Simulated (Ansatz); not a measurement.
**Run report: C$_{2}$H$_{5}$NOSi, nudged elastic band**

C$_{2}$H$_{5}$NOSi, SMILES O=CN=C[SiH3], computed with RKS r2SCAN-D4/def2-SVP (Ansatz 0.2.0).

One setting was made poor on purpose. It belongs to a series of runs on one base structure; here: band between the two ends.

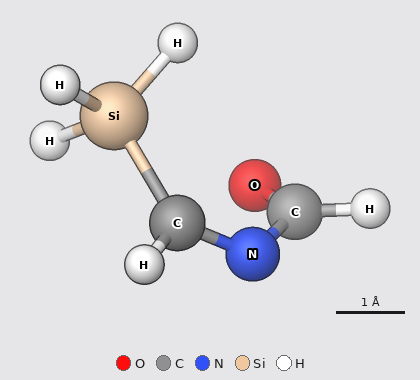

*The starting structure (ball-and-stick view, seen at a tilt).*

Bond lengths as drawn: C–H 1.11 Å, C–N 1.28 to 1.40 Å, C–O 1.21 Å, C–Si 1.92 Å and H–Si 1.49 Å.

**Input file**
```yaml
crystal:
  periodic: [false, false, false]
  atoms:
    - { symbol: O, position_ang: [-1.403122, 0.649543, 1.250751] }
    - { symbol: C, position_ang: [-0.841466, 1.489215, 0.581992] }
    - { symbol: "N", position_ang: [-0.42294, 1.286759, -0.735769] }
    - { symbol: C, position_ang: [0.145042, 0.183762, -1.057608] }
    - { symbol: Si, position_ang: [0.627298, -1.270662, 0.100995] }
    - { symbol: H, position_ang: [-0.666607, 2.531059, 0.937754] }
    - { symbol: H, position_ang: [0.344536, 0.05186, -2.138528] }
    - { symbol: H, position_ang: [1.78481, -1.947646, -0.557486] }
    - { symbol: H, position_ang: [-0.508032, -2.232974, 0.16834] }
    - { symbol: H, position_ang: [1.023482, -0.792216, 1.452658] }
basis:
  gaussian: { orbitals: def2-SVP }
hamiltonian:
  xc: r2scan
  dispersion: d4
neb:
  order_check: false
  images: 7
  f_tol: 0.5
  max_iterations: 60
  final_atoms:
    - { symbol: O, position_ang: [-0.35377893, 2.88335198, -0.38291081] }
    - { symbol: C, position_ang: [-0.88401449, 2.03661746, 0.29501191] }
    - { symbol: "N", position_ang: [-0.33529777, 0.78231645, 0.56441202] }
    - { symbol: C, position_ang: [-0.05451617, -0.05857404, -0.35618325] }
    - { symbol: Si, position_ang: [0.80989, -1.69936918, 0.04805492] }
    - { symbol: H, position_ang: [-1.83713196, 2.20320788, 0.85717387] }
    - { symbol: H, position_ang: [-0.32764863, 0.17000455, -1.41223725] }
    - { symbol: H, position_ang: [1.98477008, -1.85308555, -0.86068486] }
    - { symbol: H, position_ang: [-0.1467133, -2.81420008, -0.22491197] }
    - { symbol: H, position_ang: [1.22744216, -1.70156947, 1.47537442] }
  initial_path:
    images:
      - { positions_ang: [[-1.403122, 0.649543, 1.250751], [-0.841466, 1.489215, 0.581992], [-0.42294, 1.286759, -0.735769], [0.145042, 0.183762, -1.057608], [0.627298, -1.270662, 0.100995], [-0.666607, 2.531059, 0.937754], [0.344536, 0.05186, -2.138528], [1.78481, -1.947646, -0.557486], [-0.508032, -2.232974, 0.16834], [1.023482, -0.792216, 1.452658]] }
      - { positions_ang: [[-1.05279767, 0.98415575, 1.28406968], [-0.85144191, 1.58609754, 0.56134661], [-0.56546682, 1.17350196, -0.64806519], [0.12410594, 0.15332235, -0.9669246], [0.61551412, -1.35635198, 0.06104948], [-0.91889209, 2.56203315, 0.79207489], [0.41768723, 0.13196231, -1.99248793], [1.81464314, -1.94653453, -0.58399331], [-0.47459276, -2.35438275, 0.04506617], [0.97424183, -0.98510382, 1.45096319]] }
      - { positions_ang: [[-0.70247334, 1.31876851, 1.31738837], [-0.86141783, 1.68298008, 0.54070122], [-0.70799364, 1.06024493, -0.56036139], [0.10316987, 0.12288271, -0.87624119], [0.60373025, -1.44204195, 0.02110396], [-1.17117719, 2.59300731, 0.64639579], [0.49083845, 0.21206462, -1.84644786], [1.84447628, -1.94542306, -0.61050062], [-0.44115352, -2.4757915, -0.07820766], [0.92500166, -1.17799164, 1.44926839]] }
      - { positions_ang: [[-0.35214901, 1.65338126, 1.35070705], [-0.87139374, 1.77986261, 0.52005582], [-0.85052046, 0.94698789, -0.47265758], [0.08223381, 0.09244306, -0.78555779], [0.59194637, -1.52773193, -0.01884156], [-1.42346228, 2.62398146, 0.50071668], [0.56398968, 0.29216693, -1.70040778], [1.87430942, -1.94431159, -0.63700793], [-0.40771428, -2.59720025, -0.20148149], [0.8757615, -1.37087945, 1.44757358]] }
      - { positions_ang: [[-0.00182469, 1.98799402, 1.38402574], [-0.88136965, 1.87674515, 0.49941043], [-0.99304728, 0.83373085, -0.38495378], [0.06129774, 0.06200342, -0.69487439], [0.58016249, -1.6134219, -0.05878708], [-1.67574737, 2.65495562, 0.35503758], [0.63714091, 0.37226924, -1.55436771], [1.90414256, -1.94320012, -0.66351524], [-0.37427504, -2.71860901, -0.32475532], [0.82652133, -1.56376727, 1.44587877]] }
      - { positions_ang: [[-0.08981325, 2.21183351, 0.9422916], [-0.88203086, 1.91671323, 0.4483108], [-0.82860991, 0.82087725, -0.14761233], [0.03234426, 0.03185905, -0.6102016], [0.63759437, -1.63490872, -0.03207658], [-1.71609352, 2.54201869, 0.48057165], [0.39594352, 0.32170307, -1.5188351], [1.92429944, -1.92067148, -0.71280765], [-0.3173846, -2.74250677, -0.29979448], [0.92675153, -1.59821782, 1.45325268]] }
      - { positions_ang: [[-0.17780181, 2.435673, 0.50055747], [-0.88269207, 1.95668131, 0.39721117], [-0.66417253, 0.80802365, 0.08972912], [0.00339078, 0.00171469, -0.52552882], [0.69502625, -1.65639554, -0.00536608], [-1.75643967, 2.42908175, 0.60610572], [0.15474614, 0.2711369, -1.48330248], [1.94445632, -1.89814284, -0.76210005], [-0.26049417, -2.76640454, -0.27483364], [1.02698174, -1.63266837, 1.4606266]] }
      - { positions_ang: [[-0.26579037, 2.65951249, 0.05882333], [-0.88335328, 1.99664939, 0.34611154], [-0.49973515, 0.79517005, 0.32707057], [-0.02556269, -0.02842968, -0.44085603], [0.75245812, -1.67788236, 0.02134442], [-1.79678581, 2.31614482, 0.7316398], [-0.08645124, 0.22057072, -1.44776986], [1.9646132, -1.87561419, -0.81139246], [-0.20360373, -2.79030231, -0.24987281], [1.12721195, -1.66711892, 1.46800051]] }
      - { positions_ang: [[-0.35377893, 2.88335198, -0.38291081], [-0.88401449, 2.03661746, 0.29501191], [-0.33529777, 0.78231645, 0.56441202], [-0.05451617, -0.05857404, -0.35618325], [0.80989, -1.69936918, 0.04805492], [-1.83713196, 2.20320788, 0.85717387], [-0.32764863, 0.17000455, -1.41223725], [1.98477008, -1.85308555, -0.86068486], [-0.1467133, -2.81420008, -0.22491197], [1.22744216, -1.70156947, 1.47537442]] }
```

Run on 2 threads of Arm Neoverse V1, 24 GiB of memory available, shared host.

Launch command:
```bash
ansatz run input.yaml --threads 2 --pin off --max-ram 3072MiB --backend cpu --events-out ev --progress --plain --runs-dir out
```

**Output**
```
Engine: ansatz 0.2.0, aarch64-unknown-linux-gnu
Functional definition: r2SCAN
  parameter k0 = 0.174
  parameter k1 = 0.065
  parameter a1 = 4.9479
  exchange = r2scan_x(k0 = k0, k1 = k1, a1 = a1)
  correlation = r2scan_c
1117 factors; their error is unknown
mean field evaluation 1: about -13553.5782 eV, gradient 4.7e1 eV
mean field evaluation 2: about -13543.4191 eV, gradient 8.4e1 eV
mean field evaluation 4: about -13558.1074 eV, gradient 6.2e0 eV
mean field evaluation 8: about -13558.2063 eV, gradient 5.0e-2 eV
mean field evaluation 16: about -13558.1300 eV, gradient 2.0e-5 eV
mean field -13558.12997735 eV, -498.2520866369 hartree, gradient 2.1e-5 eV, S^2 0.000000; 0 other end points of the search recorded, 0 dependent functions left out
the calculation of the forces begins
reference -13558.12998681 eV, -498.2520869846 hartree; 23, 23 occupied and 76, 76 virtual orbitals, 1117 factors
1117 factors; their error is unknown
mean field evaluation 32: about -13558.0907 eV, gradient 1.4e-4 eV
mean field -13558.09066773 eV, -498.2506420351 hartree, gradient 2.4e-5 eV, S^2 0.000000; 0 other end points of the search recorded, 0 dependent functions left out
[... from here on the field's lines of each further geometry are left out, up to the last ...]
NEB iter   1: max|band force component| = 9.277e1 eV/Å  barrier→ = 16.3743 eV  barrier← = 16.3304 eV  Δτ_max = 0.1989 Å  (275 SCF iters)
NEB iter   2: max|band force component| = 1.843e1 eV/Å  barrier→ = 2.4595 eV  barrier← = 2.4157 eV  Δτ_max = 0.2000 Å  (258 SCF iters)
NEB iter   3: max|band force component| = 1.034e1 eV/Å  barrier→ = 1.1638 eV  barrier← = 1.1200 eV  Δτ_max = 0.2000 Å  (248 SCF iters)
NEB iter   4: max|band force component| = 2.878e0 eV/Å  barrier→ = 0.7356 eV  barrier← = 0.6918 eV  Δτ_max = 0.2000 Å  (245 SCF iters)
NEB iter   5: max|band force component| = 6.091e0 eV/Å  barrier→ = 1.3468 eV  barrier← = 1.3030 eV  Δτ_max = 0.1017 Å  (252 SCF iters)
NEB iter   6: max|band force component| = 2.526e0 eV/Å  barrier→ = 0.8369 eV  barrier← = 0.7930 eV  Δτ_max = 0.2000 Å  (218 SCF iters)
NEB iter   7: max|band force component| = 1.106e0 eV/Å  barrier→ = 0.8714 eV  barrier← = 0.8276 eV  Δτ_max = 0.1998 Å  (216 SCF iters)
NEB iter   8: max|band force component| = 1.622e0 eV/Å  barrier→ = 0.9570 eV  barrier← = 0.9132 eV  Δτ_max = 0.1013 Å  (226 SCF iters)
NEB iter   9: max|band force component| = 1.543e0 eV/Å  barrier→ = 0.7112 eV  barrier← = 0.6674 eV  Δτ_max = 0.1003 Å  (222 SCF iters)
NEB iter  10: max|band force component| = 1.343e0 eV/Å  barrier→ = 0.5390 eV  barrier← = 0.4952 eV  Δτ_max = 0.1005 Å  (214 SCF iters)
NEB iter  11: max|band force component| = 1.252e0 eV/Å  barrier→ = 0.4702 eV  barrier← = 0.4263 eV  Δτ_max = 0.1009 Å  (223 SCF iters)
NEB iter  12: max|band force component| = 1.575e0 eV/Å  barrier→ = 0.4547 eV  barrier← = 0.4108 eV  Δτ_max = 0.0505 Å  (222 SCF iters)
NEB iter  13: max|band force component| = 9.708e-1 eV/Å  barrier→ = 0.3589 eV  barrier← = 0.3150 eV  Δτ_max = 0.0500 Å  (218 SCF iters)
NEB iter  14: max|band force component| = 7.411e-1 eV/Å  barrier→ = 0.3205 eV  barrier← = 0.2767 eV  Δτ_max = 0.0504 Å  (219 SCF iters)
NEB iter  15: max|band force component| = 5.716e-1 eV/Å  barrier→ = 0.2639 eV  barrier← = 0.2201 eV  Δτ_max = 0.0502 Å  (221 SCF iters)
the calculation of the forces begins
reference -13558.07327904 eV, -498.2500030127 hartree; 23, 23 occupied and 76, 76 virtual orbitals, 1117 factors
1117 factors; their error is unknown
mean field evaluation 1056: about -13554.6783 eV, gradient 3.6e1 eV
mean field -13557.87695099 eV, -498.2427880899 hartree, gradient 2.3e-5 eV, S^2 0.000000; 1 other end points of the search recorded, 0 dependent functions left out
the calculation of the forces begins
reference -13557.87696098 eV, -498.2427884568 hartree; 23, 23 occupied and 76, 76 virtual orbitals, 1117 factors
NEB iter  16: max|band force component| = 3.892e-1 eV/Å  barrier→ = 0.2570 eV  barrier← = 0.2132 eV  CI = image 6  Δτ_max = 0.0000 Å  (426 SCF iters)
```

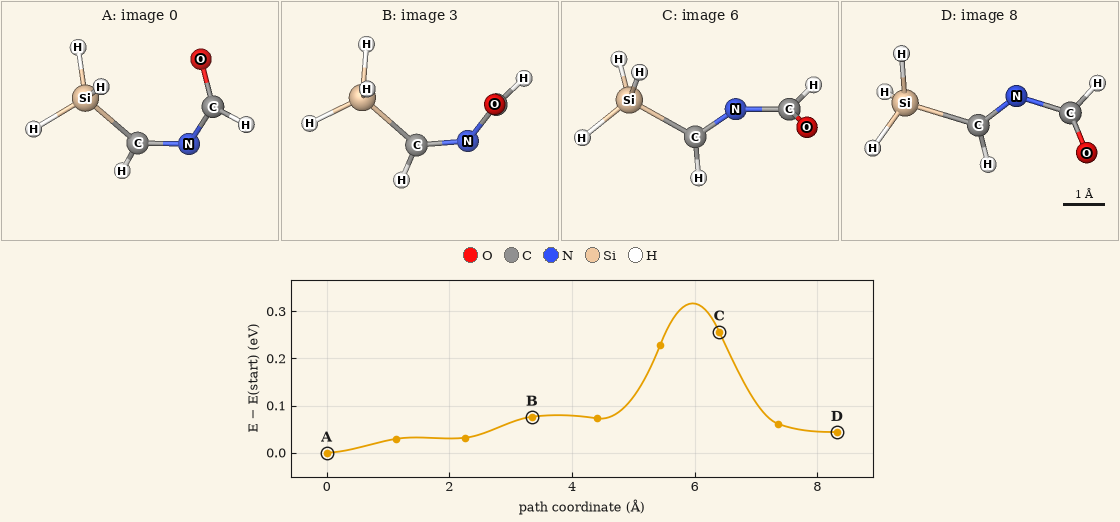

*Images of the last band (counted from 0; ball-and-stick, seen at a tilt) above the energy along the path; the line is a cubic interpolation that uses the forces.*

The highest image is number 6, 0.257 eV above the start and 0.213 eV above the end (the climbing image); the end lies 0.044 eV above the start. The path is 8.32 Å long. The band converged in 16 iterations.

```
Total energy: -13557.92567027 eV, -498.2445784905 hartree
Atom 0 at    -0.130960     2.804751     0.896476 Å, force    -0.061052     0.080820    -0.161533 eV/Å
Atom 1 at    -0.884879     1.946652     0.484769 Å, force    -0.021806    -0.028930    -0.001911 eV/Å
Atom 2 at    -0.471930     0.704058     0.113115 Å, force     0.099936     0.081591     0.087840 eV/Å
Atom 3 at     0.128711     0.004551    -0.753708 Å, force    -0.061469    -0.073087     0.159200 eV/Å
Atom 4 at     0.685990    -1.667217    -0.028017 Å, force     0.028587    -0.079426    -0.032092 eV/Å
Atom 5 at    -2.000743     2.018030     0.528585 Å, force    -0.020739     0.052411    -0.061367 eV/Å
Atom 6 at     0.320919     0.358718    -1.793350 Å, force    -0.007751     0.123295     0.123816 eV/Å
Atom 7 at     1.815674    -2.267562    -0.792502 Å, force     0.015920    -0.033925    -0.059208 eV/Å
Atom 8 at    -0.475548    -2.602577    -0.019823 Å, force    -0.004880    -0.028360    -0.033435 eV/Å
Atom 9 at     1.095768    -1.350704     1.367552 Å, force     0.033255    -0.094389    -0.021311 eV/Å
Dipole moment:    -0.145095    -0.556430    -0.438946 e Å
this run last wrote the band of iteration 16 to [file]
```

**The last band as extended XYZ (Å, eV, eV/Å)**
```
10
Properties=species:S:1:pos:R:3:forces:R:3 image=0 energy=-13558.18270
O    -1.4031    0.6495    1.2508   -0.0119  -0.0106   0.0125
C    -0.8415    1.4892    0.5820    0.0113  -0.0090  -0.0132
N    -0.4229    1.2868   -0.7358    0.0104  -0.0042   0.0046
C     0.1450    0.1838   -1.0576   -0.0072   0.0063   0.0027
Si    0.6273   -1.2707    0.1010    0.0008   0.0101  -0.0020
H    -0.6666    2.5311    0.9378   -0.0001   0.0108  -0.0055
H     0.3445    0.0519   -2.1385   -0.0019  -0.0004   0.0038
H     1.7848   -1.9476   -0.5575    0.0022  -0.0006  -0.0016
H    -0.5080   -2.2330    0.1683   -0.0037  -0.0021  -0.0014
H     1.0235   -0.7922    1.4527    0.0000  -0.0003   0.0002
10
Properties=species:S:1:pos:R:3:forces:R:3 image=1 energy=-13558.15344
O    -0.9415    0.5429    1.3321   -0.0152  -0.0095  -0.0073
C    -0.8958    1.4487    0.5271    0.0245  -0.0009  -0.0074
N    -0.3430    1.3530   -0.7747   -0.0154  -0.0021   0.0171
C     0.2875    0.2565   -1.0239   -0.0018   0.0008  -0.0054
Si    0.5661   -1.2557    0.1350   -0.0047  -0.0021  -0.0008
H    -1.3114    2.4544    0.7518    0.0066   0.0093   0.0008
H     0.6928    0.1834   -2.0501   -0.0028  -0.0021  -0.0019
H     1.4590   -2.1551   -0.6658    0.0057   0.0026   0.0026
H    -0.7101   -1.9844    0.3799    0.0048  -0.0013  -0.0012
H     1.2794   -0.8949    1.3916   -0.0018   0.0053   0.0034
10
Properties=species:S:1:pos:R:3:forces:R:3 image=2 energy=-13558.15106
O    -0.5829    0.9841    1.5686   -0.0230  -0.0192  -0.0672
C    -0.9653    1.4569    0.5197    0.0029  -0.0472   0.1133
N    -0.2825    1.3485   -0.6969    0.0185   0.0921  -0.1579
C     0.3799    0.2843   -0.9659    0.0235  -0.0432   0.0767
Si    0.5556   -1.3150    0.0921    0.0075   0.0028   0.0073
H    -1.8754    2.0949    0.4425   -0.0303  -0.0387   0.0068
H     0.9645    0.3218   -1.9046    0.0212   0.0191   0.0043
H     1.2222   -2.3052   -0.8049   -0.0116  -0.0152  -0.0341
H    -0.7752   -1.8559    0.4908   -0.0033   0.0785   0.0691
H     1.4421   -1.0657    1.2618   -0.0053  -0.0292  -0.0182
10
Properties=species:S:1:pos:R:3:forces:R:3 image=3 energy=-13558.10647
O    -0.2421    1.7082    1.5916   -0.0534  -0.0021   0.0778
C    -0.8822    1.5616    0.5748    0.0631   0.0087   0.0335
N    -0.3108    1.2846   -0.6567    0.0147  -0.0222   0.0120
C     0.3443    0.2334   -0.9597   -0.0360   0.0277  -0.0108
Si    0.5494   -1.3855    0.0574   -0.0302   0.0017  -0.0031
H    -1.9836    1.7488    0.5095    0.0090  -0.0315  -0.0408
H     0.8345    0.2525   -1.9519   -0.0003  -0.0160  -0.0327
H     1.4611   -2.2406   -0.7502    0.0370  -0.0622   0.0188
H    -0.7860   -2.0467    0.1641   -0.0181   0.0324  -0.0031
H     1.0983   -1.1677    1.4241    0.0143   0.0634  -0.0516
10
Properties=species:S:1:pos:R:3:forces:R:3 image=4 energy=-13558.10979
O    -0.0186    1.6931    1.5722    0.1000   0.0748   0.2011
C    -0.7580    1.5941    0.6234   -0.0664   0.0669  -0.2392
N    -0.3493    1.2564   -0.6607   -0.0945   0.1390  -0.0106
C     0.2057    0.1647   -1.0109    0.0474   0.0033  -0.1053
Si    0.5180   -1.3855    0.0537    0.0013  -0.1138   0.0695
H    -1.8388    1.8888    0.6433    0.0176  -0.0789   0.0515
H     0.5465    0.1169   -2.0660   -0.0180   0.0175   0.0391
H     1.7967   -1.9753   -0.4309    0.0327  -0.0333   0.0081
H    -0.5978   -2.3386   -0.2231   -0.0023  -0.0419  -0.0087
H     0.5786   -1.0660    1.5021   -0.0177  -0.0336  -0.0056
10
Properties=species:S:1:pos:R:3:forces:R:3 image=5 energy=-13557.95405
O    -0.1368    2.4774    1.3893    0.0712  -0.1584   0.1927
C    -0.8239    1.8056    0.6438   -0.1007   0.3696  -0.0006
N    -0.3538    1.0832   -0.3897    0.0674   0.0856  -0.4122
C     0.2002    0.0647   -0.8818    0.0714   0.0999  -0.0852
Si    0.5948   -1.5812   -0.0031   -0.0426   0.0381   0.0837
H    -1.9409    1.8907    0.6000   -0.0383  -0.2178   0.1217
H     0.4970    0.1605   -1.9485   -0.0407  -0.1179  -0.0512
H     1.8030   -2.1748   -0.6436    0.0039   0.0038   0.0248
H    -0.5674   -2.4981   -0.1976    0.0068  -0.0116   0.0279
H     0.8109   -1.2793    1.4343    0.0015  -0.0912   0.0985
10
Properties=species:S:1:pos:R:3:forces:R:3 image=6 energy=-13557.92566
O    -0.1310    2.8048    0.8965   -0.0611   0.0808  -0.1615
C    -0.8849    1.9467    0.4848   -0.0218  -0.0289  -0.0019
N    -0.4719    0.7041    0.1131    0.0999   0.0816   0.0878
C     0.1287    0.0046   -0.7537   -0.0615  -0.0731   0.1592
Si    0.6860   -1.6672   -0.0280    0.0286  -0.0794  -0.0321
H    -2.0007    2.0180    0.5286   -0.0207   0.0524  -0.0614
H     0.3209    0.3587   -1.7933   -0.0078   0.1233   0.1238
H     1.8157   -2.2676   -0.7925    0.0159  -0.0339  -0.0592
H    -0.4755   -2.6026   -0.0198   -0.0049  -0.0284  -0.0334
H     1.0958   -1.3507    1.3676    0.0333  -0.0944  -0.0213
10
Properties=species:S:1:pos:R:3:forces:R:3 image=7 energy=-13558.12140
O    -0.2300    2.9951    0.2150   -0.0099   0.0015  -0.0356
C    -0.9185    2.0119    0.3498   -0.0028   0.0183  -0.0094
N    -0.4290    0.7206    0.4647   -0.0013  -0.0158   0.0404
C     0.0700   -0.0075   -0.4549    0.0085   0.0122  -0.0067
Si    0.7625   -1.7146    0.0174    0.0019  -0.0112   0.0057
H    -2.0268    2.0483    0.5115    0.0010   0.0091  -0.0031
H     0.0823    0.3492   -1.5102   -0.0042   0.0084   0.0273
H     1.8157   -2.1239   -0.9566    0.0014   0.0072  -0.0098
H    -0.3550   -2.7038   -0.0303    0.0015  -0.0057  -0.0124
H     1.3118   -1.6266    1.3969    0.0039  -0.0240   0.0037
10
Properties=species:S:1:pos:R:3:forces:R:3 image=8 energy=-13558.13886
O    -0.3538    2.8834   -0.3829   -0.0016  -0.0044   0.0036
C    -0.8840    2.0366    0.2950   -0.0010  -0.0015   0.0035
N    -0.3353    0.7823    0.5644   -0.0002   0.0147   0.0022
C    -0.0545   -0.0586   -0.3562   -0.0020  -0.0062  -0.0080
Si    0.8099   -1.6994    0.0481    0.0036  -0.0048   0.0017
H    -1.8371    2.2032    0.8572    0.0037  -0.0010  -0.0053
H    -0.3276    0.1700   -1.4122   -0.0010   0.0002   0.0041
H     1.9848   -1.8531   -0.8607   -0.0019   0.0003   0.0016
H    -0.1467   -2.8142   -0.2249    0.0014   0.0025  -0.0010
H     1.2274   -1.7016    1.4754   -0.0011   0.0002  -0.0024
```

**Summary**

- outcome: converged
- barrier, forward: 0.257 eV
- barrier, backward: 0.213 eV
- wall time: 5.7 min (CPU time 11 min)
- peak memory: 0.16 GiB

**Notes**

A deliberately poor setting: loose force. The order of the saddle point was not checked.
